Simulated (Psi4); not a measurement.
# UB3LYP/3-21G (sweep point 2) run of GeH3S (SMILES [SH][GeH2])

Aim: the vertical ionisation energy of GeH3S at UB3LYP/3-21G (sweep point 2), from 2 runs. 

Program for the calculation: Psi4 1.11.

### 1 Starting point

The species is GeH3S (5 atoms), meant as a doublet with charge 0. SMILES: `[SH][GeH2]`. The shape is that of a PBE0-D4/def2-TZVP optimisation. This is one conformer, not always the lowest.

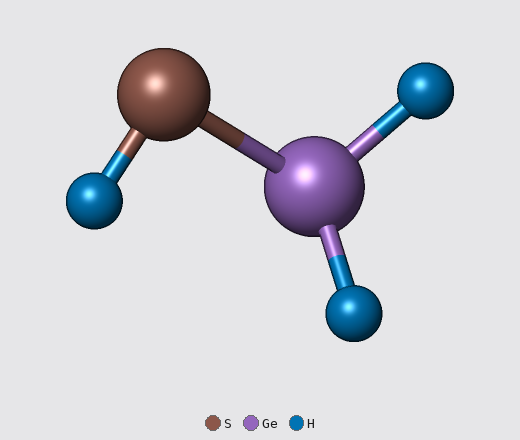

The structure, seen from a chosen angle (sulfur brown, germanium purple, hydrogen blue).

### 2 A single-point energy at UB3LYP/3-21G (sweep point 2)

Input file calc.py:

```python
import psi4

psi4.set_memory('1600 MB')
psi4.set_num_threads(1)
psi4.core.set_output_file('run.log', False)

molecule = psi4.geometry("""
0 2
S      1.138600    -0.803200     0.659500
Ge    -0.389500     0.679300     0.030100
H      0.246200    -1.778900     0.894600
H     -1.364100     0.019600    -0.978800
H      0.418600     1.809400    -0.646900
units angstrom
symmetry c1
""")

psi4.set_options({
    'basis': '3-21G',
    'reference': 'uks',
    'puream': True,
    'scf_type': 'pk',
    'dft_radial_points': 99,
    'dft_spherical_points': 590,
    'maxiter': 150,
})

e_tot = psi4.energy('b3lyp')
print('E =', round(e_tot, 9))
```

Run with:

```bash
$ python calc.py
```

run.log:

```text
[...]
  Running in c1 symmetry.
[...]
  Nuclear repulsion =  162.595028682439732
[...]
  Multiplicity = 2
[...]
  Nalpha       = 26
  Nbeta        = 25
[...]
    Number of basis functions: 41
[...]
   @UKS iter   1: -2464.35244940372650   -2.81689e+00   2.12067e-02 ADIIS/DIIS
[...]
   @UKS iter  10: -2464.97817826860546   -1.98547e-08   7.48433e-07 DIIS
[...]
   @S^2 Observed:                7.509976156E-01
[...]
    Orbital Energies [Eh]
    ---------------------
    Alpha Occupied:
       1A   -396.138822     2A    -88.246353     3A    -49.523663
       4A    -43.944167     5A    -43.943525     6A    -43.942804
       7A     -7.892344     8A     -6.153208     9A     -5.860790
      10A     -5.857458    11A     -5.851359    12A     -4.303444
      13A     -4.300436    14A     -4.299204    15A     -1.095758
      16A     -1.092102    17A     -1.090415    18A     -1.088101
      19A     -1.086661    20A     -0.761239    21A     -0.549800
      22A     -0.424089    23A     -0.362388    24A     -0.337344
      25A     -0.292483    26A     -0.210686
    Alpha Virtual:
[...]
  @UKS Final Energy: -2464.97817826860546
   => Energetics <=
    Nuclear Repulsion Energy =            162.5950286824397324
    One-Electron Energy =               -3758.1635255822002364
    Two-Electron Energy =                1215.7341800716440048
    DFT Exchange-Correlation Energy =     -85.1438614404888767
    Empirical Dispersion Energy =           0.0000000000000000
    VV10 Nonlocal Energy =                  0.0000000000000000
    Total Energy =                      -2464.9781782686054612
[...]
 Multipole Moments:
 ------------------------------------------------------------------------------------
     Multipole            Electronic (a.u.)      Nuclear  (a.u.)        Total (a.u.)
 ------------------------------------------------------------------------------------
 L = 1.  Multiply by 2.5417464519 to convert [e a0] to [Debye]
 Dipole X            :         -4.1090258            3.4401093           -0.6689165
 Dipole Y            :          4.8644018           -4.8669008           -0.0024990
 Dipole Z            :         -0.5440985            0.4043580           -0.1397405
 Magnitude           :                                                    0.6833615
[...]
```

Standard output:

```text
E = -2464.978178269
```

Wall time 7.2 s (1 thread of Intel Xeon Platinum 8488C (Sapphire Rapids), shared host); peak memory 0.47 GiB.

### 3 The singlet cation

Input file run.py:

```python
import psi4

psi4.set_memory(1600000000)
psi4.set_num_threads(1)
psi4.core.set_output_file('psi4.out', False)

geom = psi4.geometry("""
1 1
S      1.138600    -0.803200     0.659500
Ge    -0.389500     0.679300     0.030100
H      0.246200    -1.778900     0.894600
H     -1.364100     0.019600    -0.978800
H      0.418600     1.809400    -0.646900
symmetry c1
""")

psi4.set_options({
    'puream': True,
    'scf_type': 'pk',
    'dft_radial_points': 99,
    'dft_spherical_points': 590,
})

e = psi4.energy("b3lyp/3-21G")
print(f'total energy {e:.8f} hartree = {e * 27.211386:.5f} eV')
```

Run with:

```bash
$ python run.py
```

psi4.out:

```text
[...]
  Running in c1 symmetry.
[...]
  Nuclear repulsion =  162.595028682439732
[...]
  Multiplicity = 1
[...]
  Nalpha       = 25
  Nbeta        = 25
[...]
    Number of basis functions: 41
[...]
   @RKS iter   1: -2464.05845651574327   -2.52289e+00   2.20294e-02 ADIIS/DIIS
[...]
   @RKS iter   9: -2464.67557693010895   -1.22200e-08   3.21425e-07 DIIS
[...]
    Orbital Energies [Eh]
    ---------------------
    Doubly Occupied:
       1A   -396.420920     2A    -88.506982     3A    -49.804679
       4A    -44.225909     5A    -44.224357     6A    -44.223369
       7A     -8.151384     8A     -6.432128     9A     -6.118732
      10A     -6.116264    11A     -6.110521    12A     -4.584095
      13A     -4.579423    14A     -4.575875    15A     -1.373971
      16A     -1.371937    17A     -1.369798    18A     -1.365665
      19A     -1.364530    20A     -1.004878    21A     -0.789488
      22A     -0.656787    23A     -0.595518    24A     -0.569046
      25A     -0.521790
[...]
  @RKS Final Energy: -2464.67557693010895
   => Energetics <=
    Nuclear Repulsion Energy =            162.5950286824397324
    One-Electron Energy =               -3744.6105067648768454
    Two-Electron Energy =                1202.2274139409289546
    DFT Exchange-Correlation Energy =     -84.8875127886005885
    Empirical Dispersion Energy =           0.0000000000000000
    VV10 Nonlocal Energy =                  0.0000000000000000
    Total Energy =                      -2464.6755769301089458
[...]
 Multipole Moments:
 ------------------------------------------------------------------------------------
     Multipole            Electronic (a.u.)      Nuclear  (a.u.)        Total (a.u.)
 ------------------------------------------------------------------------------------
 L = 1.  Multiply by 2.5417464519 to convert [e a0] to [Debye]
 Dipole X            :         -4.2922007            3.4401093           -0.8520913
 Dipole Y            :          4.8245628           -4.8669008           -0.0423380
 Dipole Z            :         -0.4236050            0.4043580           -0.0192470
 Magnitude           :                                                    0.8533596
[...]
```

On the terminal:

```text
total energy -2464.67557693 hartree = -67067.23849 eV
```

It took 4.8 s on 1 thread of Intel Xeon Platinum 8488C (Sapphire Rapids), shared host; peak memory 0.47 GiB.

### 4 Summary of results

Level: UB3LYP/3-21G (sweep point 2).

| quantity | value |
| --- | --- |
| doublet GeH3S: total energy | -2464.97818 Eh |
| doublet GeH3S: dipole moment | 1.74 D |
| doublet GeH3S: HOMO energy (highest over α and β) | -5.73 eV |
| doublet GeH3S: LUMO energy (lowest over α and β) | -3.31 eV |
| doublet GeH3S: ⟨S²⟩ | 0.751 |
| singlet cation: total energy | -2464.67558 Eh |
| singlet cation: HOMO energy | -14.20 eV |
| singlet cation: LUMO energy | -10.70 eV |
| singlet cation: HOMO–LUMO gap | 3.50 eV |
| vertical ionisation energy (to the singlet cation) | 8.234 eV |

In words: Removing an electron at fixed nuclei costs 8.23 eV (190 kcal/mol). Only the singlet of the ionised species was computed; a triplet could lie lower.
